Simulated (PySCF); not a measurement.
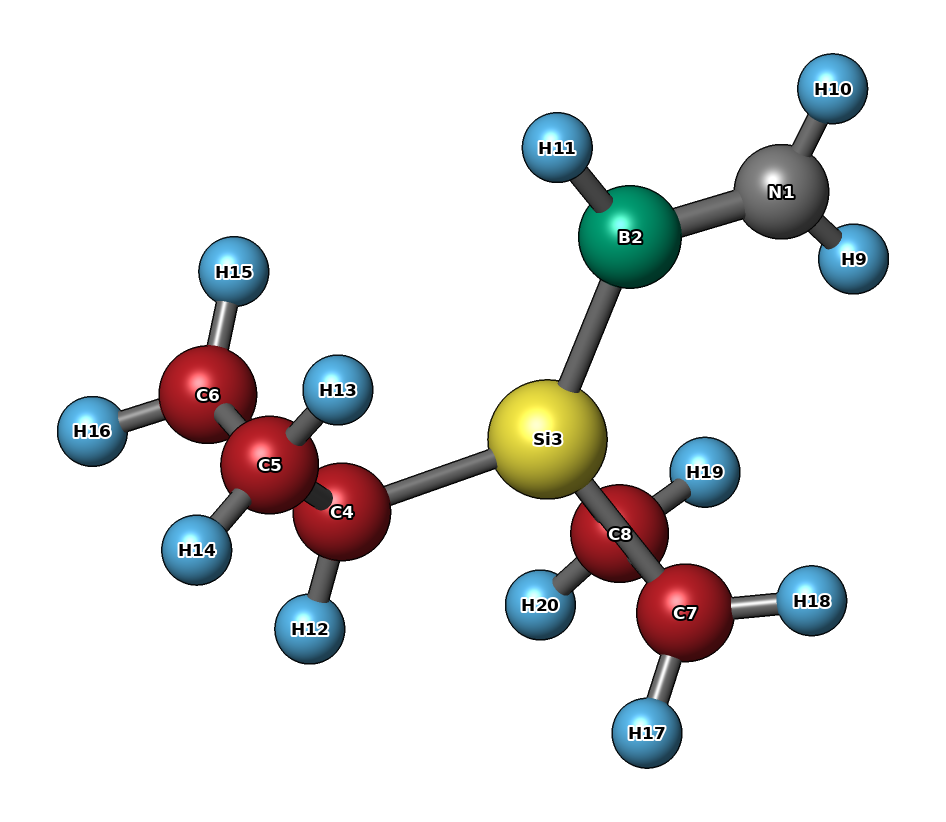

The thickness of each stick grows with its Mayer bond order. Computed geometry: GFN2-xTB optimisation. No frequency run is at hand to confirm it as a minimum. Level of theory: PBE0/pcSseg-1 (PySCF 2.14.0).

### Which bond between heavy atoms has the highest Mayer bond order?

N1–B2, 1.42, at a length of 1.381 Å.

List the Mayer bond orders of N1–B2, B2–Si3, Si3–C4, Si3–C7, Si3–C8, C4–C5, C4–C6, C5–C6, C7–C8 (bonds between heavy atoms, one of each equivalent set). Atoms whose distances differ by more than 0.02 Å in this geometry are listed apart.

```json
{"bond": "N1–B2", "Mayer order": "1.42", "length (Å)": "1.381"}
{"bond": "B2–Si3", "Mayer order": "1.00", "length (Å)": "1.939"}
{"bond": "Si3–C4", "Mayer order": "0.87", "length (Å)": "1.891"}
{"bond": "Si3–C7", "Mayer order": "0.92", "length (Å)": "1.907"}
{"bond": "Si3–C8", "Mayer order": "0.91", "length (Å)": "1.907"}
{"bond": "C4–C5", "Mayer order": "0.96", "length (Å)": "1.503"}
{"bond": "C4–C6", "Mayer order": "0.96", "length (Å)": "1.503"}
{"bond": "C5–C6", "Mayer order": "0.97", "length (Å)": "1.491"}
{"bond": "C7–C8", "Mayer order": "0.93", "length (Å)": "1.521"}
```

The geometry is semi-empirical. Around B, Si such bond lengths and angles can be off by a tenth of an ångström or more and by several degrees, and values that hang on the shape move with them.
